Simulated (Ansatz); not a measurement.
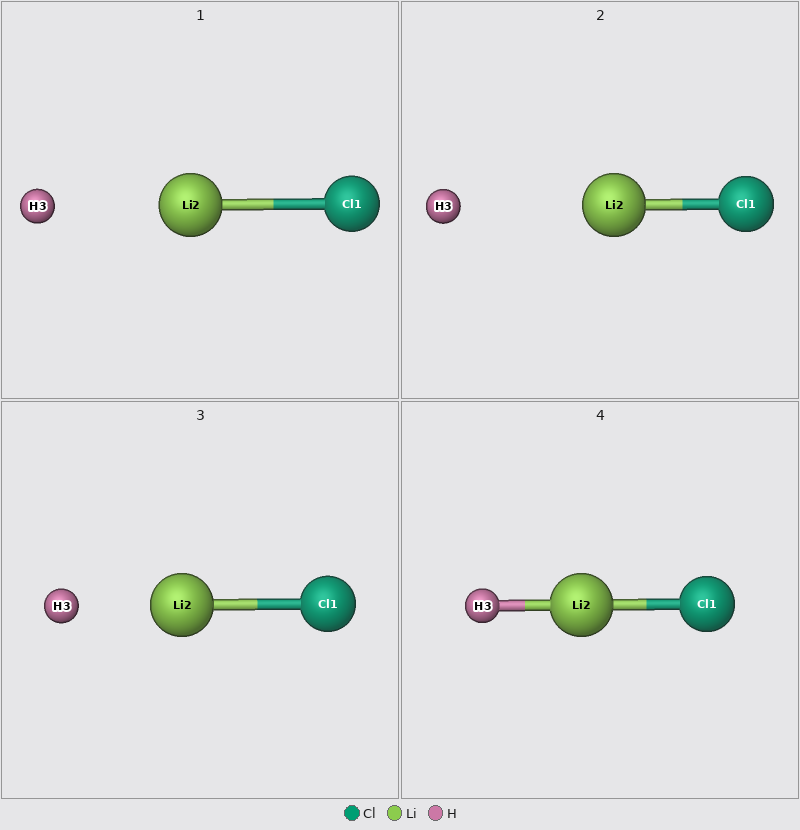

The system Cl⁻ + LiH. Coordinates scanned: (1) distance Cl1–Li2; (2) distance Li2–H3. Nothing is relaxed (the angle Cl1–Li2–H3 is fixed at 180 degrees). Grid: 17 × 17 points. Points are written as (first, second). All energies are given in eV relative to the lowest grid point. The reference is spin-restricted, so regions where a bond is pulled apart into radicals lie too high. Theory: RKS PBE0-D4/aug-cc-pVTZ in Ansatz.

The numbered pictures are structures from this grid.

**Which is the most stable, and how do the others follow?**

4, at (2.170 Å, 1.713 Å): 0.00 eV; 3, at (2.523 Å, 2.084 Å): 0.39 eV; 2, at (2.281 Å, 2.953 Å): 1.00 eV; 1, at (2.787 Å, 2.648 Å): 1.20 eV.

The map, with the structures marked:

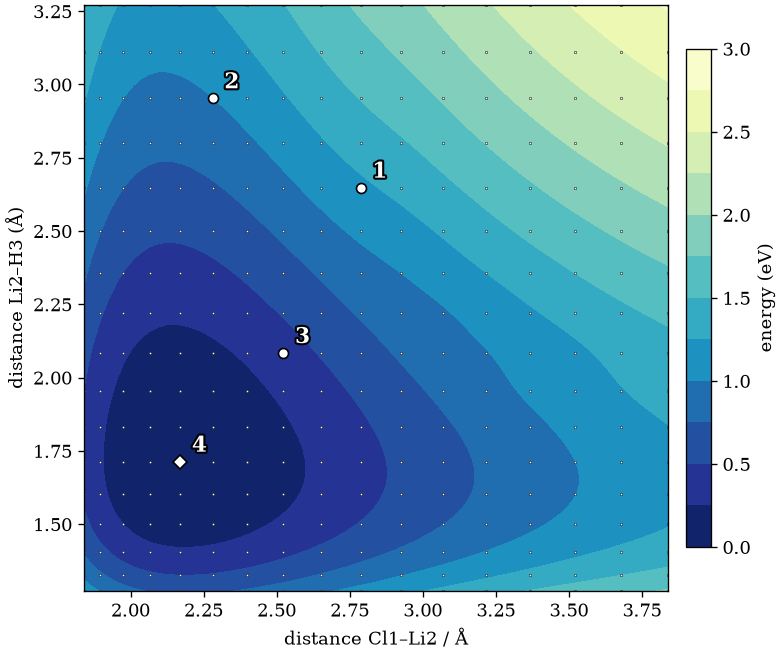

The picture shows filled contours, dots at the grid points. Between grid points the surface is interpolated.
